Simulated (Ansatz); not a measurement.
# Calculations on C2H7B

### Relaxation

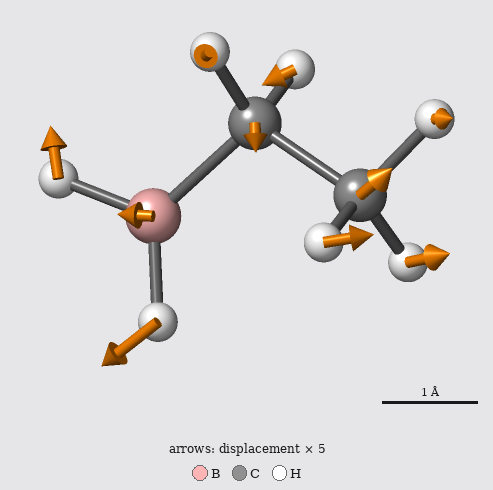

A relaxation of C$_{2}$H$_{7}$B (coarse preliminary run). The starting structure is drawn; orange arrows show the displacements, magnified 5 times. The two geometries are superimposed by the best rigid fit.

Style: ball-and-stick. Shown at a tilt.

Level of theory: Ansatz, RKS PBE-D4/def2-SVP.

Input file:
```yaml
crystal:
  periodic: [false, false, false]
  atoms:
    - {symbol: B, position_ang: [-0.898800, 0.798300, -0.700100]}
    - {symbol: C, position_ang: [0.470600, 0.316800, -0.217500]}
    - {symbol: C, position_ang: [0.306000, -0.894400, 0.680400]}
    - {symbol: H, position_ang: [-1.870200, 0.316000, -0.377600]}
    - {symbol: H, position_ang: [-1.007000, 1.774400, -1.444300]}
    - {symbol: H, position_ang: [0.985400, 1.153800, 0.331600]}
    - {symbol: H, position_ang: [1.112300, 0.052400, -1.099800]}
    - {symbol: H, position_ang: [1.386000, -1.212500, 1.010500]}
    - {symbol: H, position_ang: [-0.250000, -0.623400, 1.641300]}
    - {symbol: H, position_ang: [-0.151200, -1.732600, 0.178500]}
basis:
  gaussian: {orbitals: def2-SVP}
hamiltonian: {xc: pbe, dispersion: d4}
relax: {f_tol: 0.03, max_steps: 250}
```

Q: Which element moves most?

A: Hydrogen: up to 0.16 Å, against 0.10 Å for carbon.

Q: What happened in the run?

A: H4 moves most after the best rigid fit: 0.16 Å. Largest moves by element: H 0.16 Å, C 0.10 Å, B 0.08 Å. Among the contacts that change: B1–H4 1.131 → 1.222 Å, C3–H8 1.173 → 1.110 Å, C3–H9 1.143 → 1.109 Å, C3–H10 1.079 → 1.109 Å. Among the angles between lasting bonds that change: B1–C2–C3 109.9° → 119.2°, C2–C3–H8 106.5° → 112.6°, H6–C2–H7 107.3° → 101.2°. The optimiser took 5 steps. The run took of the order of 6 core-seconds on a shared host.

### Relaxation

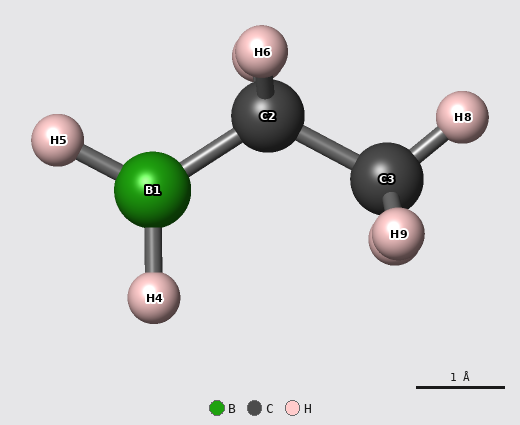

C₂H₇B, before the relaxation. Style: ball-and-stick. Shown face on.

Level of theory: RKS PBE0-D4/def2-TZVP in Ansatz 0.2.0.

The input:
```yaml
crystal:
  periodic: [false, false, false]
  atoms:
    - {symbol: B, position_ang: [-0.929748, 0.864083, -0.737713]}
    - {symbol: C, position_ang: [0.416160, 0.290918, -0.197528]}
    - {symbol: C, position_ang: [0.390640, -0.923677, 0.735449]}
    - {symbol: H, position_ang: [-2.009584, 0.373988, -0.443568]}
    - {symbol: H, position_ang: [-0.914994, 1.833106, -1.479043]}
    - {symbol: H, position_ang: [0.952278, 1.155615, 0.269019]}
    - {symbol: H, position_ang: [1.052355, 0.102371, -1.098994]}
    - {symbol: H, position_ang: [1.406213, -1.241232, 1.049972]}
    - {symbol: H, position_ang: [-0.188474, -0.710599, 1.657425]}
    - {symbol: H, position_ang: [-0.091746, -1.795772, 0.247982]}
basis:
  gaussian: {orbitals: def2-TZVP}
hamiltonian: {xc: pbe0, dispersion: d4}
relax: {f_tol: 0.005, max_steps: 200}
```

> Predict the outcome.

After 5 geometry steps the energy has fallen by 0.87 kcal/mol. The largest force component goes from 0.48 to 0.00071 eV/Å. The atom that moves furthest after the best rigid fit is H5 (0.034 Å). Largest moves by element: H 0.034 Å, C 0.014 Å, B 0.014 Å. Among the contacts that change: B1–H4 1.222 → 1.200 Å, C2–H6 1.119 → 1.102 Å, C3–H10 1.109 → 1.093 Å, C2–C3 1.532 → 1.522 Å.

History of the run:

```csv
step,"E − E(0), kcal/mol","largest force component, eV/Å"
0,0.00,0.4762
1,-0.80,0.1378
2,-0.87,0.0109
3,-0.87,0.0064
4,-0.87,0.0060
5,-0.87,0.0007
```

Final geometry:

```xyz
10

B    -0.9232    0.8548   -0.7295
C     0.4216    0.2937   -0.1990
C     0.3847   -0.9136    0.7276
H    -1.9796    0.3666   -0.4362
H    -0.9197    1.8071   -1.4583
H     0.9507    1.1381    0.2713
H     1.0468    0.0941   -1.0845
H     1.3843   -1.2267    1.0392
H    -0.1903   -0.6976    1.6314
H    -0.0923   -1.7678    0.2409
```

### A change

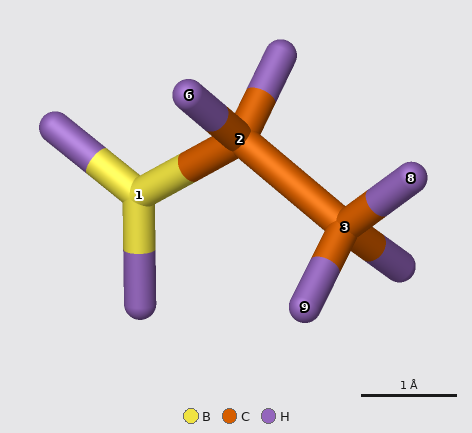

Reference structure: C2H7B. The picture is a stick view, seen at a tilt.

Computed with Ansatz, RKS PBE-D4/def2-TZVPP. 

Change: All atoms are moved at random (σ = 0.06 Å) from the PBE0-D4/def2-TZVP minimum.

The input:
```yaml
crystal:
  periodic: [false, false, false]
  atoms:
    - {symbol: B, position_ang: [-0.918457, 0.967972, -0.748558]}
    - {symbol: C, position_ang: [0.369450, 0.239212, -0.173202]}
    - {symbol: C, position_ang: [0.313570, -0.896490, 0.748879]}
    - {symbol: H, position_ang: [-2.023687, 0.353631, -0.507872]}
    - {symbol: H, position_ang: [-0.932076, 1.832707, -1.433547]}
    - {symbol: H, position_ang: [0.960312, 1.111117, 0.306734]}
    - {symbol: H, position_ang: [1.066840, 0.077534, -1.163406]}
    - {symbol: H, position_ang: [1.426154, -1.303475, 0.982144]}
    - {symbol: H, position_ang: [-0.228537, -0.679866, 1.686082]}
    - {symbol: H, position_ang: [-0.211532, -1.797247, 0.272596]}
basis:
  gaussian: {orbitals: def2-TZVPP}
hamiltonian: {xc: pbe, dispersion: d4}
output: {forces: true}
```

Question: What does the calculation give for the changed structure?

Answer: The energy rises by 16.3 kcal/mol. The largest force is 4.9 eV/Å, on B1. The forces point partly back along the displacements (cosine −0.68). At other levels of theory the same distortion costs 18.3 kcal/mol (RKS r2SCAN-D4/def2-TZVPP), 18.5 kcal/mol (RKS PBE0-D4/def2-TZVPP), 19.0 kcal/mol (RKS wB97M-V/def2-TZVPP), 18.8 kcal/mol (RHF-CCSD(T), frozen core/def2-TZVPP). Some distances before and after: C2–H7 1.102 → 1.222 Å, C3–H8 1.093 → 1.207 Å, B1–H5 1.199 → 1.103 Å, B1–H4 1.200 → 1.287 Å. Bond angles that change, for instance: C2–B1–H4 122.2° → 114.2°, C2–B1–H5 119.5° → 126.5°.

The changed structure in the same view:

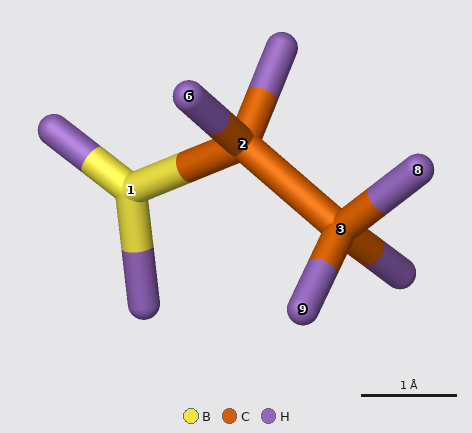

### A change

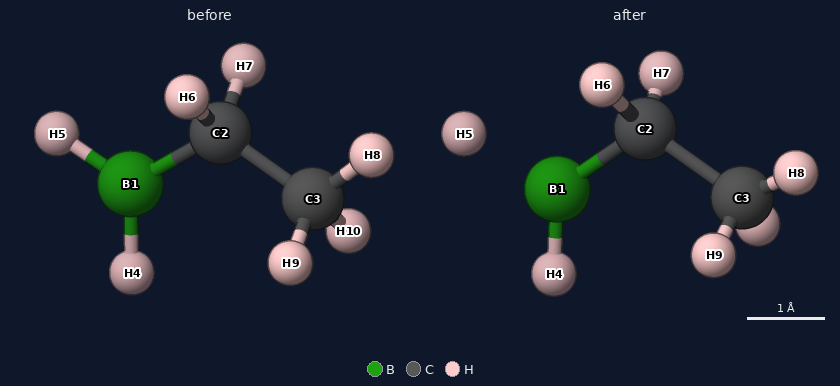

Left: C₂H₇B. Right: the same structure after one change, at the same scale. The picture is a ball-and-stick view, seen at a tilt.

All numbers below come from RKS wB97M-V/def2-TZVPP in Ansatz. 

> Which change leads from the left to the right?

All atoms are moved at random (σ = 0.12 Å) from the PBE0-D4/def2-TZVP minimum.

> And its effect?

The energy rises by 4.127 eV. The largest force is 19 eV/Å, on C2. The forces point partly back along the displacements (cosine −0.61). At other levels of theory the same distortion costs 4.143 eV (RKS PBE-D4/def2-TZVPP), 4.112 eV (RKS r2SCAN-D4/def2-TZVPP), 4.166 eV (RKS PBE0-D4/def2-TZVPP), 4.157 eV (RHF-CCSD(T), frozen core/def2-TZVPP). Among the bonded contacts that change: B1–H5 1.199 → 1.457 Å, C2–H7 1.102 → 0.845 Å, C2–H6 1.102 → 1.315 Å, C3–H10 1.093 → 0.950 Å. Bond angles that change, for instance: C2–C3–H10 111.1° → 95.8°, H8–C3–H10 107.6° → 120.6°.

### Distortion

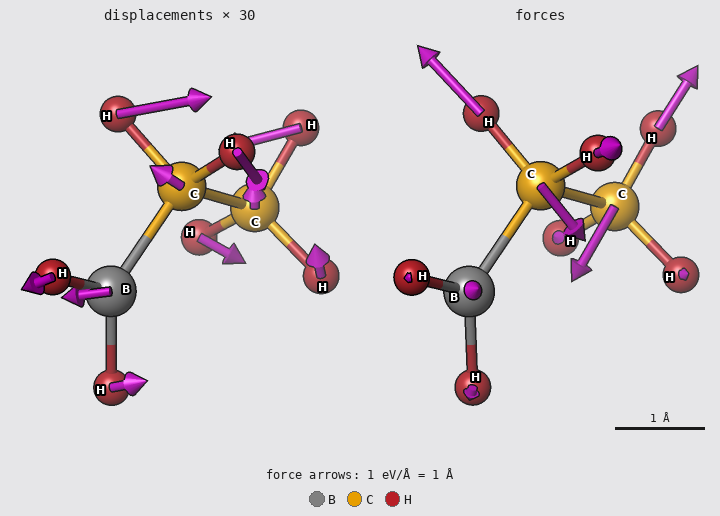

Left: C2H7B, with purple arrows for the displacements applied to it. Right: the displaced structure with the computed forces. A ball-and-stick model, seen from a free direction.

Theory: RHF-CCSD(T), frozen core/def2-TZVPP (Ansatz). 

**How do the forces relate to the distortion?**

All atoms are moved at random (σ = 0.02 Å) from the PBE0-D4/def2-TZVP minimum. The energy rises by 0.90 kcal/mol. The largest force is 1.1 eV/Å, on an H atom. The forces point partly back along the displacements (cosine −0.54). At other levels of theory the same distortion costs 1.43 kcal/mol (RKS PBE-D4/def2-TZVPP), 1.00 kcal/mol (RKS r2SCAN-D4/def2-TZVPP), 1.02 kcal/mol (RKS PBE0-D4/def2-TZVPP), 0.83 kcal/mol (RKS wB97M-V/def2-TZVPP). Near-neighbour distances before and after: C–H 1.096 → 1.068 to 1.096 Å, B–H 1.200 → 1.189 to 1.194 Å, C–C 1.522 → 1.529 Å, B–C 1.551 → 1.557 Å. Among the angles between lasting bonds that change: C–C–H 111.1° → 108.7°.

### Distortion

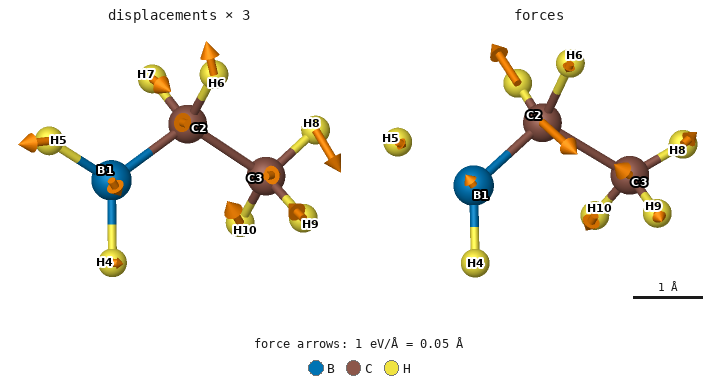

Left: C₂H₇B, with orange arrows for the displacements applied to it. Right: the displaced structure with the computed forces. Style: ball-and-stick. Shown at a tilt.

Computed with Ansatz, RKS wB97M-V/def2-TZVPP. 

**Describe the distortion and the response.**

All atoms are moved at random (σ = 0.12 Å) from the PBE0-D4/def2-TZVP minimum. It costs 4.127 eV. The largest force is 19 eV/Å, on C2. The forces point partly back along the displacements (cosine −0.61). At other levels of theory the same distortion costs 4.143 eV (RKS PBE-D4/def2-TZVPP), 4.112 eV (RKS r2SCAN-D4/def2-TZVPP), 4.166 eV (RKS PBE0-D4/def2-TZVPP), 4.157 eV (RHF-CCSD(T), frozen core/def2-TZVPP). Among the bonded contacts that change: B1–H5 1.199 → 1.457 Å, C2–H7 1.102 → 0.845 Å, C2–H6 1.102 → 1.315 Å, C3–H10 1.093 → 0.950 Å. Among the angles between lasting bonds that change: C2–C3–H10 111.1° → 95.8°, H8–C3–H10 107.6° → 120.6°.
